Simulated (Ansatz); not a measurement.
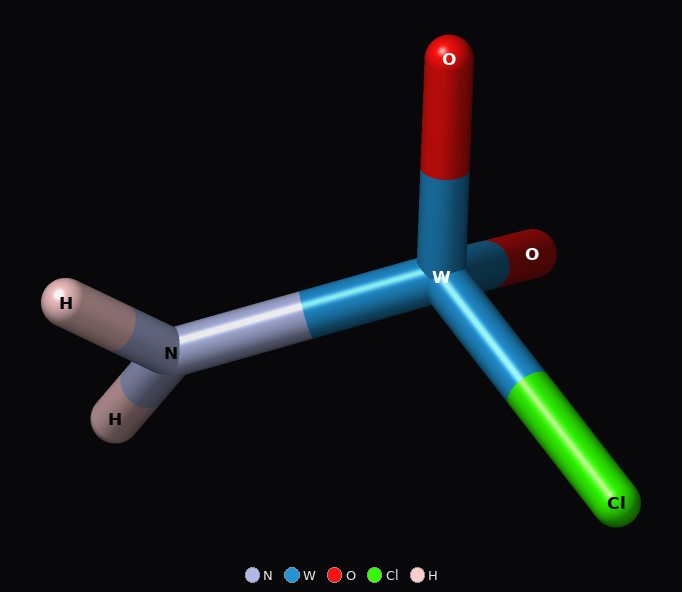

The picture shows the input geometry.

The calculation was set up as follows.

```yaml
crystal:
  periodic: [false, false, false]
  atoms:
    - {symbol: N, position_ang: [-0.681015, 0.605687, 0.796485]}
    - {symbol: W, position_ang: [0.392790, -0.406970, -0.443699]}
    - {symbol: O, position_ang: [1.646258, -1.149881, 0.436019]}
    - {symbol: O, position_ang: [-0.606333, -1.584495, -1.159366]}
    - {symbol: Cl, position_ang: [1.275813, 0.935874, -2.056178]}
    - {symbol: H, position_ang: [-1.686910, 0.670027, 0.736573]}
    - {symbol: H, position_ang: [-0.340592, 0.929758, 1.690154]}
basis:
  gaussian: {orbitals: def2-SVP}
magnetization: {spin_polarized: true, initial_magnetization: 0}
hamiltonian: {xc: {name: LC-wPBE}}
output: {forces: true}
```

Command:

```sh
ansatz run in.yaml --threads 4 --pin off --events-out ev --progress --plain --max-ram 10444MiB
```

Output:

```
Functional definition: LC-wPBE
  name "LC-wPBE"
  cite "Vydrov & Scuseria, J. Chem. Phys. 125, 234109 (2006) doi:10.1063/1.2409292"
  cite "Heyd & Scuseria, J. Chem. Phys. 120, 7274 (2004) doi:10.1063/1.1668634"
  cite "Ernzerhof & Perdew, J. Chem. Phys. 109, 3313 (1998) doi:10.1063/1.476928"
  cite "Perdew, Burke & Ernzerhof, Phys. Rev. Lett. 77, 3865 (1996) doi:10.1103/PhysRevLett.77.3865"
  parent pbe
  parameter omega = 0.4/bohr
  exchange = pbe_x_sr(omega) + exact_x_lr(omega)
  correlation = pbe_c
1076 factors; their error is unknown
316 factors; integrals over basis functions are off by at most 1.5e-5 eV
mean field evaluation 1: about -19938.6864 eV, gradient 6.6e1 eV
mean field evaluation 2: about -19873.4521 eV, gradient 1.5e2 eV
mean field evaluation 4: about -19954.9791 eV, gradient 6.6e0 eV
mean field evaluation 8: about -19955.0772 eV, gradient 2.0e-1 eV
mean field evaluation 16: about -19955.0773 eV, gradient 1.0e-4 eV
mean field -19955.07732556 eV, -733.3355656772 hartree, gradient 5.3e-5 eV, S^2 0.000000; 0 other end points of the search recorded, 0 dependent functions left out
the calculation of the forces begins
reference -19955.07732557 eV, -733.3355656776 hartree; 28, 28 occupied and 74, 74 virtual orbitals, 1076 factors
Total energy: -19955.07732557 eV, -733.3355656776 hartree
Atom 0 at    -0.681015     0.605687     0.796485 Å, force     0.343980    -0.347970    -0.390544 eV/Å
Atom 1 at     0.392790    -0.406970    -0.443699 Å, force     0.002774    -0.717548     0.191673 eV/Å
Atom 2 at     1.646258    -1.149881     0.436019 Å, force    -0.586864     0.297878    -0.371427 eV/Å
Atom 3 at    -0.606333    -1.584495    -1.159366 Å, force     0.443107     0.496469     0.357720 eV/Å
Atom 4 at     1.275813     0.935874    -2.056178 Å, force     0.053945     0.067804    -0.094763 eV/Å
Atom 5 at    -1.686910     0.670027     0.736573 Å, force    -0.349340     0.059024    -0.002788 eV/Å
Atom 6 at    -0.340592     0.929758     1.690154 Å, force     0.092397     0.144343     0.310130 eV/Å
Dipole moment:    -0.453993     0.587613     0.480891 e Å
```

The run converged.
